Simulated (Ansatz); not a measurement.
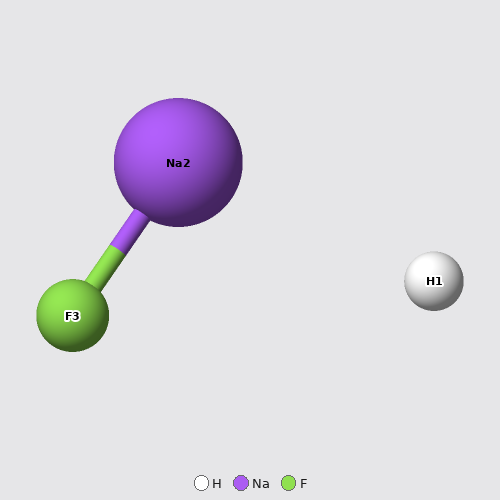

The system is H + NaF, spin multiplicity 2; the picture shows the reference structure. First axis: distance H1–Na2. Second axis: distance Na2–F3. Nothing is relaxed (the angle H1–Na2–F3 is fixed at 100 degrees). The scan uses a 14 × 14 grid. Points are written as (first, second). All energies are given in kJ/mol relative to H far from the relaxed NaF (each part in its own basis). All numbers below come from UKS PBE0-D4/def2-SVPD (Ansatz).

Its coordinates:

```xyz
3

H    -2.8530    0.0000    0.0000
Na    0.0000    0.0000    0.0000
F     0.3289    1.8652    0.0000
```

Range: distance H1–Na2 from 1.576 to 3.976 Å; distance Na2–F3 from 1.808 to 4.208 Å.

**Predict the map.**

The lowest grid point is at (2.853 Å, 1.894 Å), −3.0 kJ/mol from H far from the relaxed NaF (each part in its own basis). The highest grid point, (3.976 Å, 4.208 Å), lies 286 kJ/mol above the lowest.

```
distance Na2–F3 ↓, distance H1–Na2 →  1.576  1.662  1.787  1.933  2.095  2.269  2.454  2.649  2.853  3.064  3.282  3.508  3.739  3.976
                               4.208    264    244    228    220    221    226    234    244    255    265    273    278    282    283
                               3.971    256    237    220    212    212    216    223    233    243    251    258    263    265    266
                               3.740    247    228    211    202    201    205    211    219    228    235    241    244    245    246
                               3.514    236    216    199    190    188    191    196    203    210    216    219    220    221    222
                               3.296    223    203    185    175    173    174    177    183    188    191    192    193    194    195
                               3.085    206    186    168    157    154    154    155    159    161    162    163    164    165    166
                               2.881    186    166    147    136    131    131    130    130    131    131    132    133    134    135
                               2.686    164    143    124    112    106    103    102    100     99    100    101    102    103    103
                               2.501    138    118     98     85     77     73     71     69     69     69     70     71     71     72
                               2.327    112     92     71     57     49     44     41     39     39     40     40     41     42     42
                               2.165     89     68     48     33     24     18     16     14     14     14     15     16     16     17
                               2.019     74     54     33     18      8      3      0     −1     −1     −1     −1      0      0      1
                               1.894     73     52     31     16      7      2     −1     −3     −3     −3     −2     −2     −1     −1
                               1.808     83     63     42     27     17     12      9      8      7      8      8      9      9      9
```

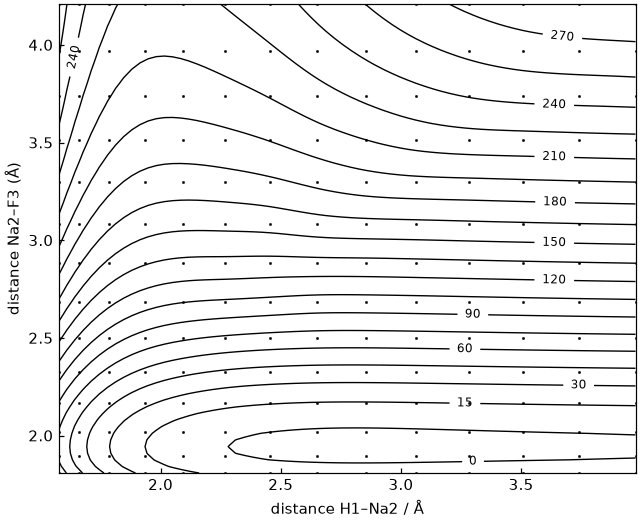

Drawn: contour lines labelled in kJ/mol, dots at the grid points. Between grid points the surface is interpolated.

The whole map (196 points run) took 15 min on 1 thread of Intel(R) Xeon(R) Platinum 8259CL CPU @ 2.50GHz (Skylake/Cascade Lake) (shared host).
